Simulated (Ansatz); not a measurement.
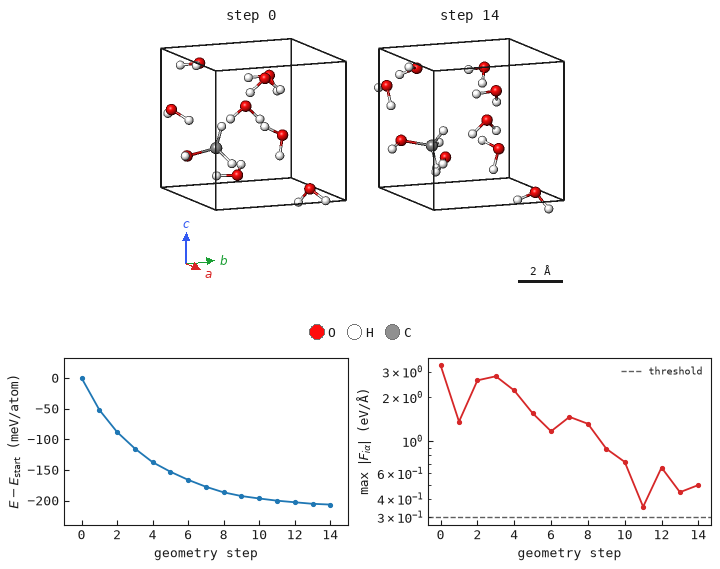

First and last geometry of a relaxation of an amorphous cell of composition H20CO9, with the history of the run. The picture is a ball-and-stick view of the cell of the calculation, seen slightly off an axis.

The cell holds 8 H2O + 1 CH3OH. The run prepares the start of a later molecular dynamics calculation, from a guessed geometry.

All numbers below come from DFT r2SCAN-D3(BJ), scalar-relativistic, plane waves, PAW (Ansatz). Set-up: plane-wave cutoff 500 eV; k-point mesh 1 × 1 × 1; occupations fermi dirac; smearing width 0.05 eV; no spin polarisation; atoms relaxed in a fixed cell; force threshold 0.3 eV/Å; at most 15 steps.

**What do the curves and the structures tell?**

The relaxation stopped without meeting its thresholds, so the last structure isn't shown to be converged. It used up its limit of 15 steps. After 14 geometry steps the energy has fallen by 206 meV per atom. The largest force component goes from 3.3 to 0.5 eV/Å. An H atom moves most: 1.48 Å along [−1 0 1]. By element the largest moves are H 1.48 Å, O 1.40 Å, C 0.25 Å. The cell doesn't change. Some distances before and after: H–O 0.969 → 0.989 Å, C–H 1.090 → 1.104 Å, C–O 1.423 → 1.437 Å. Bond angles that change, for instance: C–O–H 107.4° → 110.1°, H–O–H 104.0° → 101.6°, H–O–H 104.0° → 106.3°.

| step | E − E(0), meV/atom | largest force component, eV/Å |
| --- | --- | --- |
| 0 | 0.00 | 3.3208 |
| 1 | -52.00 | 1.3624 |
| 2 | -88.14 | 2.6188 |
| 3 | -115.09 | 2.7933 |
| 4 | -137.36 | 2.2302 |
| 5 | -152.93 | 1.5558 |
| 6 | -166.16 | 1.1693 |
| 7 | -177.43 | 1.4692 |
| 8 | -186.57 | 1.3170 |
| 9 | -192.59 | 0.8868 |
| 10 | -196.57 | 0.7200 |
| 11 | -200.11 | 0.3541 |
| 12 | -202.69 | 0.6588 |
| 13 | -205.22 | 0.4459 |
| 14 | -206.49 | 0.4994 |

Limits of the set-up: the program's low-accuracy preset was used; the periodic images lie only 6.5 Å apart, so the values are limited by the cell's size.
